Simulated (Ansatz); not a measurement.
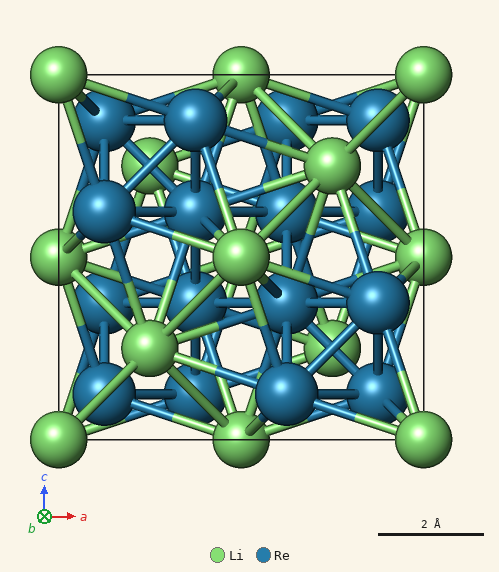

Starting structure of crystalline LiRe₂ (a generated structure, set up in Fd-3m) (coarse preliminary run). Style: ball-and-stick. Shown: the conventional cell (4 times the calculation's cell), along the b axis. Lengths and directions refer to the drawn axes.

Theory: DFT PBE, scalar-relativistic, plane waves, PAW (Ansatz 0.2.0).

The input:
```yaml
crystal:
  lattice:
    - [0.0, 3.50710549, 3.50710549]
    - [3.50710549, 0.0, 3.50710549]
    - [3.50710549, 3.50710549, 0.0]
  atoms:
    - { symbol: Li, position: [0.0, 0.0, 0.0] }
    - { symbol: Li, position: [0.25, 0.25, 0.25] }
    - { symbol: Re, position: [0.625, 0.625, 0.625] }
    - { symbol: Re, position: [0.125, 0.625, 0.625] }
    - { symbol: Re, position: [0.625, 0.125, 0.625] }
    - { symbol: Re, position: [0.625, 0.625, 0.125] }
basis:
  ecutwfc: 420
kpoints:
  mp_grid: { grid: [4, 4, 4] }
hamiltonian:
  xc: pbe
scf:
  occupations: { method: gaussian, width: 0.1 }
  lower_state_search: "off"
output:
  forces: true
  stress: true
  eigenvalues: true
relax:
  adjacent_minimum: "off"
  f_tol: 0.04
  max_steps: 70
  cell: { stress_tol: 0.4 }
```

Run as
```bash
ansatz run input.yaml --threads 1 --pin off --max-ram 2048MiB --backend cpu --events-out ev --progress --plain --runs-dir out
```

Where does the relaxation end?

No atom moves by more than 0.005 Å relative to the cell. Cell: a = b = c 7.014 → 7.335 Å (+4.6 %). Volume +14.4 %. Among the contacts that change: Li1–Li2 3.037 → 3.176 Å, Li1–Re3 2.908 → 3.041 Å, Re3–Re4 2.480 → 2.593 Å. The space group stays Fd-3m (No. 227). The energy falls by 181 meV per atom in 2 accepted moves (3 points after the start). All forces vanish by symmetry, so only the cell relaxes. The pressure goes from 32.13 to −0.36 GPa. The SCF was repeated once at an unchanged geometry on a basis and grid sized afresh for the cell, which shifted the energy by 1.5 meV per atom at most.

History of the run:

```csv
step,"E − E(0), meV/atom","pressure, GPa","volume, Å³/atom",note
0,0.00,32.13,14.379,
1,-178.68,-1.91,16.586,
2,-179.79,-0.38,16.444,
3,-181.26,-0.36,16.444,"same geometry, new basis"
```

The structure at the end:

```xyz
6
Lattice="0.0000 3.6676 3.6676 3.6676 0.0000 3.6676 3.6676 3.6676 0.0000" Properties=species:S:1:pos:R:3 pbc="T T T"
Li    0.0000    0.0000    0.0000
Li    1.8338    1.8338    1.8338
Re    4.5845    4.5845    4.5845
Re    4.5845    2.7507    2.7507
Re    2.7507    4.5845    2.7507
Re    2.7507    2.7507    4.5845
```

The end point in the same view:

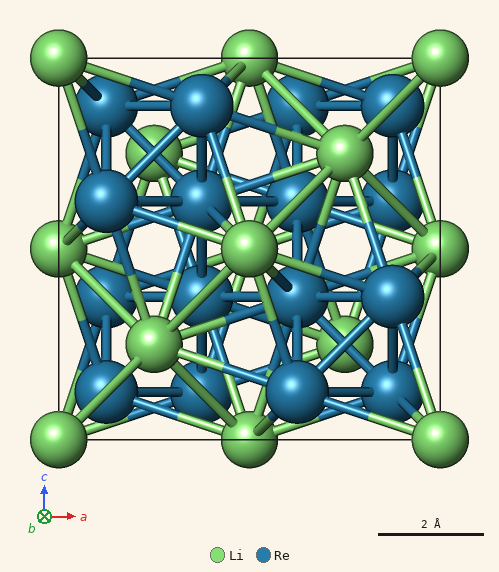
